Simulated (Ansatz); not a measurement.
# CH2F2Si: a rigid scan of the angle H6–Si3–F4

Aim: the energy along the angle H6–Si3–F4, from CCSD(T) and from cheaper methods, relative to the minimum. No other atom is relaxed.

Method: single points in def2-TZVPP; program: Ansatz 0.2.0, Gaussian basis.

Levels: PBE-D4, r2SCAN-D4, PBE0-D4, B3LYP-D4, wB97M-V, Hartree-Fock, MP2, CCSD, CCSD(T). The scan takes 82.5, 90.0, 97.5, 105.0, 112.5, 120.0, 127.5, 135.0, 142.5°.

Correlated methods freeze the cores. B3LYP uses VWN-RPA correlation.

40 further runs of the same task are left out: 40 set aside as unsound or not needed.

## (1) Starting geometry

The minimum, relaxed at PBE0-D4: 6 atoms, charge 0, spin multiplicity 1.

Atoms are counted from 1 here; the program's logs count them from 0.

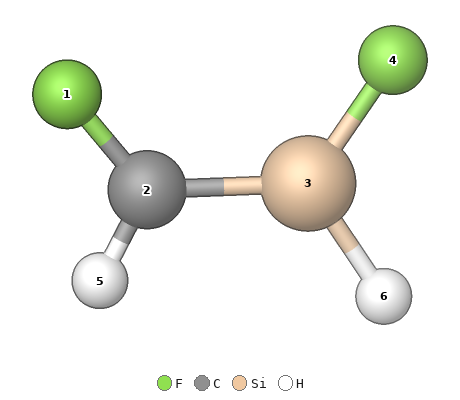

The starting geometry (fluorine green, carbon grey, silicon light orange, hydrogen white); atoms are numbered from 1 in the order of the file.

Coordinates:

```
F     1.1298   -1.4131   -0.8992
C     0.7448   -0.1957   -0.4862
Si   -0.6358    0.2144    0.4220
F    -1.7304   -0.8052    0.9471
H     1.4223    0.6006   -0.7873
H    -0.9307    1.5990    0.8036
```

Energies of the minimum (eV), from earlier single points: PBE-D4 -14372.95855, r2SCAN-D4 -14379.80933, PBE0-D4 -14373.59271, B3LYP-D4 -14384.16533, wB97M-V -14381.04168, CCSD(T) -14360.73993.

At the minimum the angle H6–Si3–F4 is 112.5°.

## (2) H6–Si3–F4 = 82.5°

Contents of ccsdt-tzvpp/in.yaml:

```yaml
crystal:
  periodic: [false, false, false]
  atoms:
    - {symbol: F, position_ang: [1.129808, -1.413100, -0.899216]}
    - {symbol: C, position_ang: [0.744810, -0.195666, -0.486215]}
    - {symbol: Si, position_ang: [-0.635812, 0.214358, 0.421965]}
    - {symbol: F, position_ang: [-1.730441, -0.805164, 0.947134]}
    - {symbol: H, position_ang: [1.422327, 0.600555, -0.787294]}
    - {symbol: H, position_ang: [-1.499478, 1.190222, 1.094007]}
basis:
  gaussian: {orbitals: def2-TZVPP}
correlation: {method: ccsd_t}
```

No record of the launch command was kept for these runs.

Output, shortened:

```text
Functional definition: HF
  name "HF"
  cite "Fock, Z. Phys. 61, 126 (1930) doi:10.1007/BF01340294"
  parent pbe
[...]
1011 factors; integrals over basis functions are off by at most 9.6e-4 eV
[...]
mean field -14337.62547251 eV, -526.8980177232 hartree, gradient 2.8e-6 eV, S^2 0.000000; 0 other end points of the search recorded, 0 dependent functions left out; unrestricted orbitals would lower it
8 core orbitals not correlated: weight in the atoms' cores, before any rotation towards them, 1.000 or more for the frozen orbitals, at most 0.000 for the correlated occupied ones
reference -14337.62547251 eV, -526.8980177232 hartree; 12, 12 occupied and 143, 143 virtual orbitals, 1011 factors
second order -21.06076639 eV of doubles, -0.00000000 eV of singles
cycle   1  -20.98320002 eV  change    7.8e-2 eV  update   1.1e-1
[...]
cycle  11  -21.58973212 eV  change    2.6e-5 eV  update   7.1e-6
perturbative correction -0.77604415 eV, -0.0285190965 hartree
Total energy: -14359.99124879 eV, -527.7199448412 hartree
```

Wall time 19 s (2 threads, shared host); peak memory 1.3 GiB.

The other levels were run on the same coordinates; their logs were not kept, and their results stand in the tables.

## (3) H6–Si3–F4 = 90.0°

Edit ccsdt-tzvpp/in.yaml of step 2 so:

```diff
@@ -8,3 +8,3 @@
     - {symbol: H, position_ang: [1.422327, 0.600555, -0.787294]}
-    - {symbol: H, position_ang: [-1.499478, 1.190222, 1.094007]}
+    - {symbol: H, position_ang: [-1.373649, 1.322778, 1.035862]}
 basis:
```

Output, shortened:

```text
[... 4 set-up lines as earlier in the session ...]
[...]
1011 factors; integrals over basis functions are off by at most 9.9e-4 eV
[...]
mean field -14338.00194375 eV, -526.9118527862 hartree, gradient 2.8e-6 eV, S^2 0.000000; 0 other end points of the search recorded, 0 dependent functions left out; unrestricted orbitals would lower it
8 core orbitals not correlated: weight in the atoms' cores, before any rotation towards them, 1.000 or more for the frozen orbitals, at most 0.000 for the correlated occupied ones
reference -14338.00194375 eV, -526.9118527862 hartree; 12, 12 occupied and 143, 143 virtual orbitals, 1011 factors
second order -21.03215118 eV of doubles, -0.00000000 eV of singles
cycle   1  -20.95680203 eV  change    7.5e-2 eV  update   1.0e-1
[...]
cycle  11  -21.55796481 eV  change    2.3e-5 eV  update   6.5e-6
perturbative correction -0.77168170 eV, -0.0283587795 hartree
Total energy: -14360.33159027 eV, -527.7324521601 hartree
```

Run time: 19 s. Hardware: 2 threads, shared host; peak memory 1.3 GiB.

## (4) H6–Si3–F4 = 97.5°

Edit ccsdt-tzvpp/in.yaml of step 3 so:

```diff
@@ -8,3 +8,3 @@
     - {symbol: H, position_ang: [1.422327, 0.600555, -0.787294]}
-    - {symbol: H, position_ang: [-1.373649, 1.322778, 1.035862]}
+    - {symbol: H, position_ang: [-1.235196, 1.436370, 0.967213]}
 basis:
```

Output, shortened:

```text
[... 4 set-up lines as earlier in the session ...]
[...]
1011 factors; integrals over basis functions are off by at most 9.5e-4 eV
[...]
mean field -14338.25308165 eV, -526.9210819337 hartree, gradient 2.9e-6 eV, S^2 0.000000; 0 other end points of the search recorded, 0 dependent functions left out; unrestricted orbitals would lower it
8 core orbitals not correlated: weight in the atoms' cores, before any rotation towards them, 1.000 or more for the frozen orbitals, at most 0.000 for the correlated occupied ones
reference -14338.25308165 eV, -526.9210819337 hartree; 12, 12 occupied and 143, 143 virtual orbitals, 1011 factors
second order -21.01737434 eV of doubles, -0.00000000 eV of singles
cycle   1  -20.94149333 eV  change    7.6e-2 eV  update   1.0e-1
[...]
cycle  11  -21.53958687 eV  change    2.3e-5 eV  update   6.3e-6
perturbative correction -0.76992669 eV, -0.0282942841 hartree
Total energy: -14360.56259521 eV, -527.7409414352 hartree
```

It took 18 s on 2 threads, shared host; peak memory 1.3 GiB.

## (5) H6–Si3–F4 = 105.0°

Edit ccsdt-tzvpp/in.yaml of step 4 so:

```diff
@@ -8,3 +8,3 @@
     - {symbol: H, position_ang: [1.422327, 0.600555, -0.787294]}
-    - {symbol: H, position_ang: [-1.235196, 1.436370, 0.967213]}
+    - {symbol: H, position_ang: [-1.086488, 1.529052, 0.889234]}
 basis:
```

Output, shortened:

```text
[... 4 set-up lines as earlier in the session ...]
[...]
1011 factors; integrals over basis functions are off by at most 9.5e-4 eV
[...]
mean field -14338.39347945 eV, -526.9262414578 hartree, gradient 1.1e-6 eV, S^2 0.000000; 0 other end points of the search recorded, 0 dependent functions left out; unrestricted orbitals would lower it
8 core orbitals not correlated: weight in the atoms' cores, before any rotation towards them, 1.000 or more for the frozen orbitals, at most 0.000 for the correlated occupied ones
reference -14338.39347945 eV, -526.9262414578 hartree; 12, 12 occupied and 143, 143 virtual orbitals, 1011 factors
second order -21.01359238 eV of doubles, -0.00000000 eV of singles
cycle   1  -20.93547033 eV  change    7.8e-2 eV  update   1.0e-1
[...]
cycle  11  -21.53220309 eV  change    2.3e-5 eV  update   6.3e-6
perturbative correction -0.77003190 eV, -0.0282981505 hartree
Total energy: -14360.69571445 eV, -527.7458334767 hartree
```

Wall time 19 s (2 threads, shared host); peak memory 1.3 GiB.

## (6) H6–Si3–F4 = 112.5°

Edit ccsdt-tzvpp/in.yaml of step 5 so:

```diff
@@ -8,3 +8,3 @@
     - {symbol: H, position_ang: [1.422327, 0.600555, -0.787294]}
-    - {symbol: H, position_ang: [-1.086488, 1.529052, 0.889234]}
+    - {symbol: H, position_ang: [-0.930068, 1.599239, 0.803261]}
 basis:
```

Output, shortened:

```text
[... 4 set-up lines as earlier in the session ...]
[...]
1011 factors; integrals over basis functions are off by at most 9.7e-4 eV
[...]
mean field -14338.43324688 eV, -526.9277028837 hartree, gradient 1.2e-6 eV, S^2 0.000000; 0 other end points of the search recorded, 0 dependent functions left out; unrestricted orbitals would lower it
8 core orbitals not correlated: weight in the atoms' cores, before any rotation towards them, 1.000 or more for the frozen orbitals, at most 0.000 for the correlated occupied ones
reference -14338.43324688 eV, -526.9277028837 hartree; 12, 12 occupied and 143, 143 virtual orbitals, 1011 factors
second order -21.01986047 eV of doubles, -0.00000000 eV of singles
cycle   1  -20.93815876 eV  change    8.2e-2 eV  update   1.0e-1
[...]
cycle  11  -21.53494973 eV  change    2.5e-5 eV  update   6.6e-6
perturbative correction -0.77173909 eV, -0.0283608883 hartree
Total energy: -14360.73993569 eV, -527.7474585775 hartree
```

It took 20 s on 2 threads, shared host; peak memory 1.3 GiB.

## (7) H6–Si3–F4 = 120.0°

Edit ccsdt-tzvpp/in.yaml of step 6 so:

```diff
@@ -8,3 +8,3 @@
     - {symbol: H, position_ang: [1.422327, 0.600555, -0.787294]}
-    - {symbol: H, position_ang: [-0.930068, 1.599239, 0.803261]}
+    - {symbol: H, position_ang: [-0.768613, 1.645731, 0.710763]}
 basis:
```

Output, shortened:

```text
[... 4 set-up lines as earlier in the session ...]
[...]
1011 factors; integrals over basis functions are off by at most 1.0e-3 eV
[...]
mean field -14338.37796749 eV, -526.9256714035 hartree, gradient 1.3e-6 eV, S^2 0.000000; 0 other end points of the search recorded, 0 dependent functions left out; unrestricted orbitals would lower it
8 core orbitals not correlated: weight in the atoms' cores, before any rotation towards them, 1.000 or more for the frozen orbitals, at most 0.000 for the correlated occupied ones
reference -14338.37796749 eV, -526.9256714035 hartree; 12, 12 occupied and 143, 143 virtual orbitals, 1011 factors
second order -21.03601588 eV of doubles, -0.00000000 eV of singles
cycle   1  -20.94938864 eV  change    8.7e-2 eV  update   1.0e-1
[...]
cycle  11  -21.54755681 eV  change    2.9e-5 eV  update   7.0e-6
perturbative correction -0.77499268 eV, -0.0284804556 hartree
Total energy: -14360.70051697 eV, -527.7460099664 hartree
```

Wall time 19 s (2 threads, shared host); peak memory 1.3 GiB.

## (8) H6–Si3–F4 = 127.5°

Edit ccsdt-tzvpp/in.yaml of step 7 so:

```diff
@@ -8,3 +8,3 @@
     - {symbol: H, position_ang: [1.422327, 0.600555, -0.787294]}
-    - {symbol: H, position_ang: [-0.768613, 1.645731, 0.710763]}
+    - {symbol: H, position_ang: [-0.604886, 1.667731, 0.613324]}
 basis:
```

Output, shortened:

```text
[... 4 set-up lines as earlier in the session ...]
[...]
1011 factors; integrals over basis functions are off by at most 1.1e-3 eV
[...]
mean field -14338.22966568 eV, -526.9202214128 hartree, gradient 1.3e-6 eV, S^2 0.000000; 0 other end points of the search recorded, 0 dependent functions left out; unrestricted orbitals would lower it
8 core orbitals not correlated: weight in the atoms' cores, before any rotation towards them, 1.000 or more for the frozen orbitals, at most 0.000 for the correlated occupied ones
reference -14338.22966568 eV, -526.9202214128 hartree; 12, 12 occupied and 143, 143 virtual orbitals, 1011 factors
second order -21.06220080 eV of doubles, -0.00000000 eV of singles
cycle   1  -20.96915437 eV  change    9.3e-2 eV  update   1.1e-1
[...]
cycle  12  -21.57001225 eV  change   -5.0e-6 eV  update   2.9e-6
perturbative correction -0.77979612 eV, -0.0286569790 hartree
Total energy: -14360.57947406 eV, -527.7415617213 hartree
```

Run time: 19 s. Hardware: 2 threads, shared host; peak memory 1.3 GiB.

## (9) H6–Si3–F4 = 135.0°

Edit ccsdt-tzvpp/in.yaml of step 8 so:

```diff
@@ -8,3 +8,3 @@
     - {symbol: H, position_ang: [1.422327, 0.600555, -0.787294]}
-    - {symbol: H, position_ang: [-0.604886, 1.667731, 0.613324]}
+    - {symbol: H, position_ang: [-0.441689, 1.664864, 0.512611]}
 basis:
```

Output, shortened:

```text
[... 4 set-up lines as earlier in the session ...]
[...]
1011 factors; integrals over basis functions are off by at most 1.1e-3 eV
[...]
mean field -14337.98734379 eV, -526.9113162474 hartree, gradient 1.4e-6 eV, S^2 0.000000; 0 other end points of the search recorded, 0 dependent functions left out; unrestricted orbitals would lower it
8 core orbitals not correlated: weight in the atoms' cores, before any rotation towards them, 1.000 or more for the frozen orbitals, at most 0.000 for the correlated occupied ones
reference -14337.98734379 eV, -526.9113162474 hartree; 12, 12 occupied and 143, 143 virtual orbitals, 1011 factors
second order -21.09912885 eV of doubles, -0.00000000 eV of singles
cycle   1  -20.99791845 eV  change    1.0e-1 eV  update   1.1e-1
[...]
cycle  12  -21.60279911 eV  change   -4.1e-6 eV  update   3.0e-6
perturbative correction -0.78623337 eV, -0.0288935436 hartree
Total energy: -14360.37637627 eV, -527.7340980154 hartree
```

It took 20 s on 2 threads, shared host; peak memory 1.3 GiB.

## (10) H6–Si3–F4 = 142.5°

Edit ccsdt-tzvpp/in.yaml of step 9 so:

```diff
@@ -8,3 +8,3 @@
     - {symbol: H, position_ang: [1.422327, 0.600555, -0.787294]}
-    - {symbol: H, position_ang: [-0.441689, 1.664864, 0.512611]}
+    - {symbol: H, position_ang: [-0.281813, 1.637179, 0.410347]}
 basis:
```

Output, shortened:

```text
[... 4 set-up lines as earlier in the session ...]
[...]
1011 factors; integrals over basis functions are off by at most 1.0e-3 eV
[...]
mean field -14337.64615694 eV, -526.8987778619 hartree, gradient 1.6e-6 eV, S^2 0.000000; 0 other end points of the search recorded, 0 dependent functions left out; unrestricted orbitals would lower it
8 core orbitals not correlated: weight in the atoms' cores, before any rotation towards them, 1.000 or more for the frozen orbitals, at most 0.000 for the correlated occupied ones
reference -14337.64615694 eV, -526.8987778619 hartree; 12, 12 occupied and 143, 143 virtual orbitals, 1011 factors
second order -21.14904195 eV of doubles, -0.00000000 eV of singles
cycle   1  -21.03738473 eV  change    1.1e-1 eV  update   1.1e-1
[...]
cycle  12  -21.64773578 eV  change   -3.3e-6 eV  update   3.1e-6
perturbative correction -0.79461414 eV, -0.0292015309 hartree
Total energy: -14360.08850685 eV, -527.7235190093 hartree
```

It took 19 s on 2 threads, shared host; peak memory 1.3 GiB.

## (11) The curves

Energies less that of the minimum at the same level (meV):

```
      angle (°)  PBE-D4  r2SCAN-D4  PBE0-D4  B3LYP-D4  wB97M-V  Hartree-Fock  MP2  CCSD  CCSD(T)
           82.5     698        733      719       730      717           808  767   753      749
           90.0     385        404      393       398      389           431  419   408      408
           97.5     170        178      171       173      167           180  183   176      177
          105.0      44         46       42        42       40            40   46    43       44
112.5 (minimum)       0          0        0         0        0             0    0     0        0
          112.5       0          0        0         0        0             0    0     0        0
          120.0      35         37       40        41       42            55   39    43       39
          127.5     146        154      159       164      164           204  161   169      160
          135.0     334        352      359       370      368           446  367   378      364
          142.5     602        635      643       662      656           787  658   674      651
```

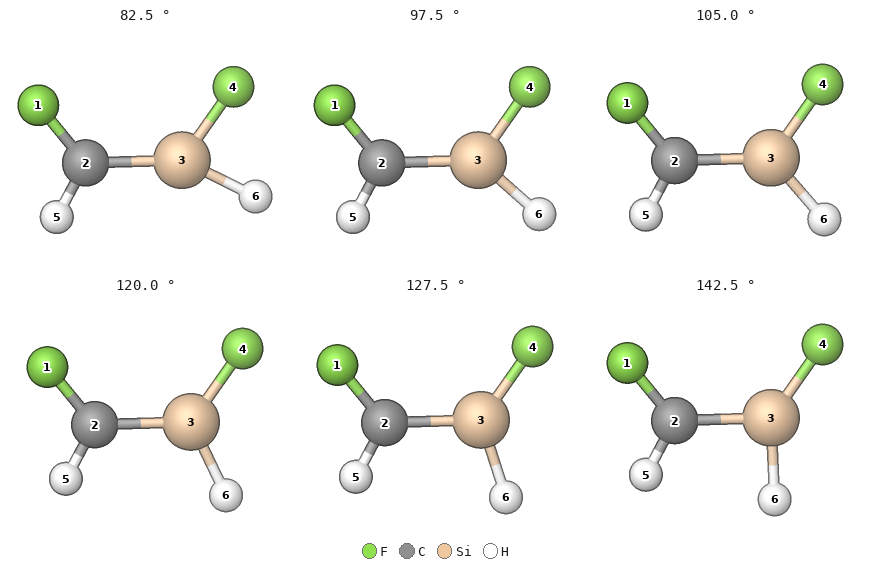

Structures along the scan.

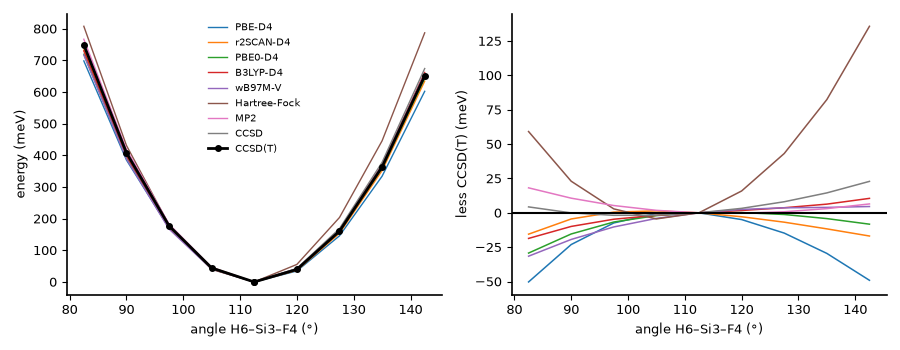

The curves (left) and their differences from CCSD(T) (right).

Miss and cost, level by level (times from a shared host):

```
      method  RMS deviation from CCSD(T) (meV)        mean time a point
      PBE-D4                                27                    1.2 s
   r2SCAN-D4                                 9                      2 s
     PBE0-D4                                12                    1.7 s
    B3LYP-D4                                 8                    1.7 s
     wB97M-V                                13                    3.6 s
Hartree-Fock                                59  part of the CCSD(T) run
         MP2                                 8  part of the CCSD(T) run
        CCSD                                10  part of the CCSD(T) run
     CCSD(T)                                 0                     19 s
```

For cost: B3LYP-D4 comes within 8 meV at 1.7 s a point, where CCSD(T) needs 19 s.

## (12) What came out

```
                       quantity                                                                                            value
         highest point, CCSD(T)                                                                                749 meV at 82.5 °
          lowest point, CCSD(T)                                                                                 0 meV at 112.5 °
minimum along the scan, CCSD(T)                                                                                          112.7 °
                curvature there                                                                                    1.48 meV/deg²
     RMS deviation from CCSD(T)  PBE-D4 27, r2SCAN-D4 9, PBE0-D4 12, B3LYP-D4 8, wB97M-V 13, Hartree-Fock 59, MP2 8, CCSD 10 meV
          largest T1 diagnostic                                                                                            0.015
```

What this shows: A polynomial through the near points puts the CCSD(T) minimum 0.2° above the PBE0-D4 value. Curvature against CCSD(T): PBE-D4 -6 %, Hartree-Fock +14 %. The curve of MP2 lies nearest to CCSD(T), that of Hartree-Fock farthest. The restricted Hartree–Fock reference is unstable towards an unrestricted one at one or more of these structures.
